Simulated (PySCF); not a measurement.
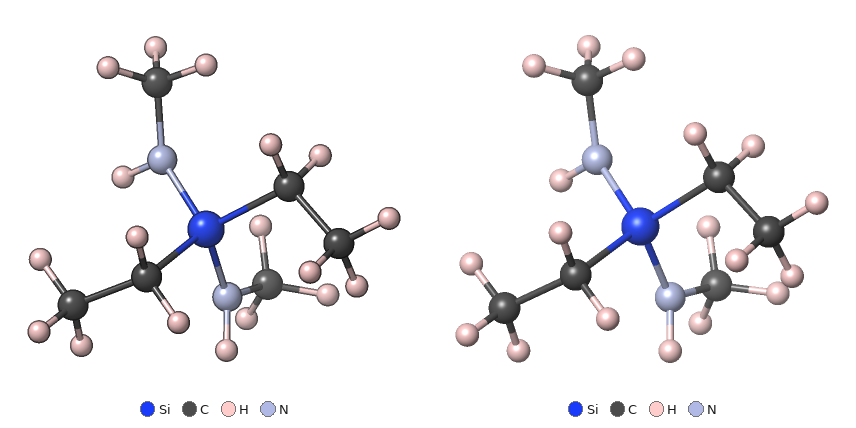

Two views of one molecule.

The computed structure is the end point of a PBE0-D3(BJ)/def2-SVP optimisation. No frequency run is at hand to confirm it as a minimum.

> Which formula does it have?

C₆H₁₈N₂Si, 27 atoms: 6 carbon, 18 hydrogen, 2 nitrogen and 1 silicon.

> Give a SMILES string for it.

CC[Si](CC)(NC)NC

More results for the same structure follow; atom numbers are the same in all pictures, views and colours differ.

## Symmetry

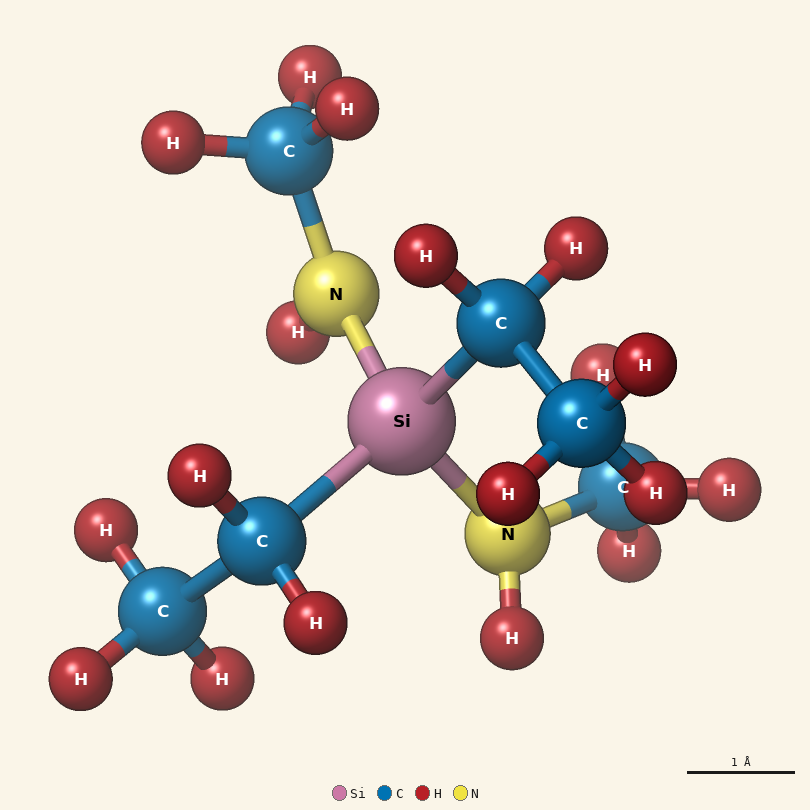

Atoms fade into the background with distance from the viewer. No frequency run is at hand to confirm it as a minimum. Masses are those of the most abundant isotopes; constants are for the rigid equilibrium geometry.

> Classify the rotor and give the rotational constants (MHz).

An asymmetric top (C1): A = 1124, B = 1027, C = 972 MHz. Ray's parameter κ is −0.28, nearer the prolate limit.

## Electronic properties

No frequency run is at hand to confirm it as a minimum. Properties computed with B3LYP/def2-SVPD, gas phase (PySCF 2.14.0). Excitations: vertical, linear response.

> Give the HOMO–LUMO gap at this level.

6.34 eV.

> Estimate the dipole moment.

0.16 D.

> Estimate the mean static polarisability.

116.9 bohr³.

> Give the lowest vertical singlet excitation at this level.

5.46 eV.

## NMR shielding

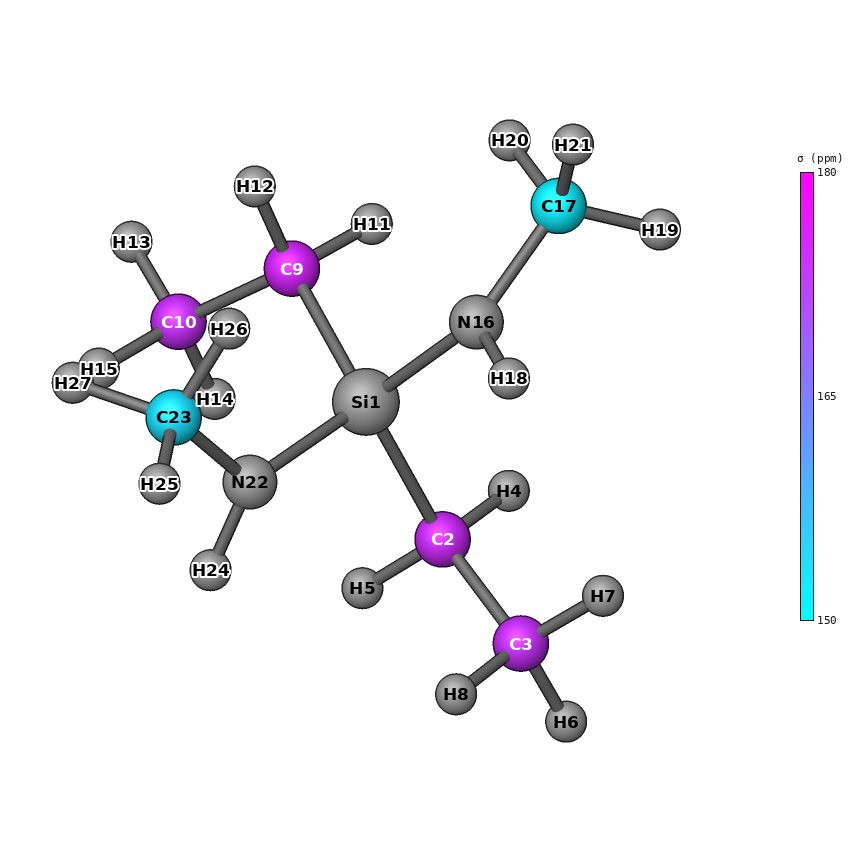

Atoms are coloured by their isotropic NMR shieldings (C only, the others grey). No frequency run is at hand to confirm it as a minimum. Properties computed with GIAO KT2/pcSseg-1 NMR shielding, non-relativistic, gas phase (PySCF 2.14.0).

> Which C atom is the most shielded (lowest chemical shift)?

C9 (175.4 ppm).

> Which C atom is the least shielded (highest chemical shift)?

C17 (151.9 ppm).

> How wide is the range of C shifts?

23.5 ppm.

Give the isotropic NMR shieldings of the C atoms atom by atom.

```tsv
atom	σ (ppm)
C2	174.5
C3	173.9
C9	175.4
C10	174.0
C17	151.9
C23	153.4
```

## Quadrupole coupling

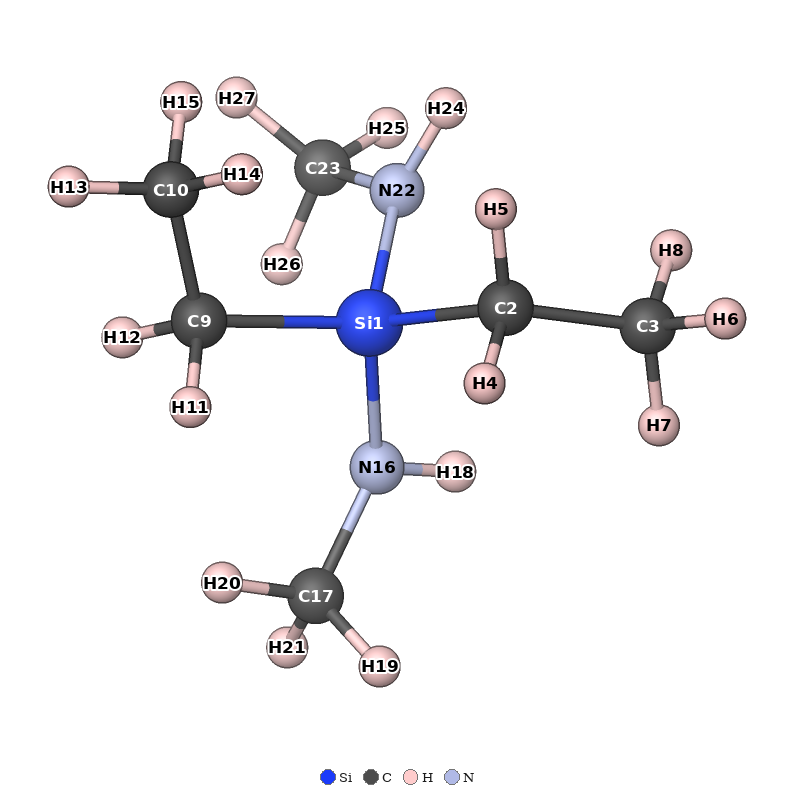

No frequency run is at hand to confirm it as a minimum. Electric field gradients from the ground-state density, PBE0/pcSseg-1 (PySCF 2.14.0), non-relativistic apart from any core potentials.

Give the largest field-gradient component, the quadrupole coupling constant and the asymmetry for 14N at N16 (Q = 20.44 mb), 14N at N22 (Q = 20.44 mb), 2H at H4 (Q = 2.86 mb), 2H at H5 (Q = 2.86 mb).

```json
{"atom": "N16", "V_zz (a.u.)": "−1.068", "e²qQ/h (MHz)": "−5.13", "η": "0.41"}
{"atom": "N22", "V_zz (a.u.)": "−1.063", "e²qQ/h (MHz)": "−5.11", "η": "0.41"}
{"atom": "H4", "V_zz (a.u.)": "0.290", "e²qQ/h (MHz)": "0.195", "η": "0.04"}
{"atom": "H5", "V_zz (a.u.)": "0.291", "e²qQ/h (MHz)": "0.195", "η": "0.04"}
```

## Core levels

No frequency run is at hand to confirm it as a minimum. Level of theory: delta-SCF UKS SCAN, pcX-2 on the ionised atom (unc-x2c-TZVPall on a metal), pcseg-1 elsewhere, spin-free X2C (PySCF 2.14.0).

Give the core-electron binding energies (to vacuum; p and d levels without spin–orbit splitting) of Si1 1s, Si1 2p, C2 1s, C3 1s, N16 1s, C17 1s.

```tsv
atom	level	binding energy (eV)
Si1	1s	1845.8
Si1	2p	106.0
C2	1s	289.5
C3	1s	290.2
N16	1s	403.8
C17	1s	291.3
```
